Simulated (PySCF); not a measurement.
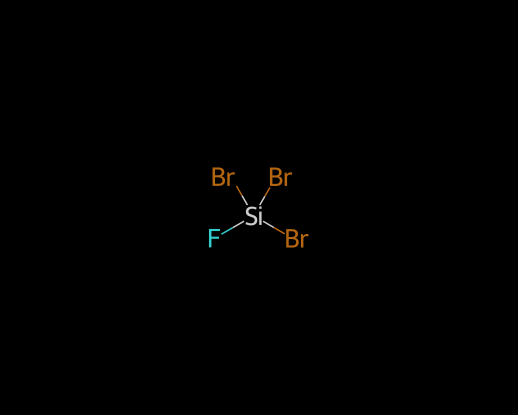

The computed structure is the end point of a GFN2-xTB optimisation. No frequency run is at hand to confirm it as a minimum. Level of theory: ωB97X-D/def2-SVPD, gas phase (PySCF 2.14.0). Excitations: vertical, linear response.

Computed properties:

The species is SiBr₃F (`F[Si](Br)(Br)Br`).
- dipole moment: 0.82 D
- HOMO energy (Kohn–Sham orbital): −10.70 eV
- LUMO energy (Kohn–Sham orbital): 0.08 eV
- HOMO–LUMO gap: 10.79 eV
- mean static polarisability: 85.6 bohr³
- lowest vertical singlet excitation: 6.22 eV
- its oscillator strength: 0.000
- brightest of the 8 lowest singlets: 7.09 eV
- its oscillator strength: 0.04

The geometry is semi-empirical. Around Br, Si such bond lengths and angles can be off by a tenth of an ångström or more and by several degrees, and values that hang on the shape move with them.
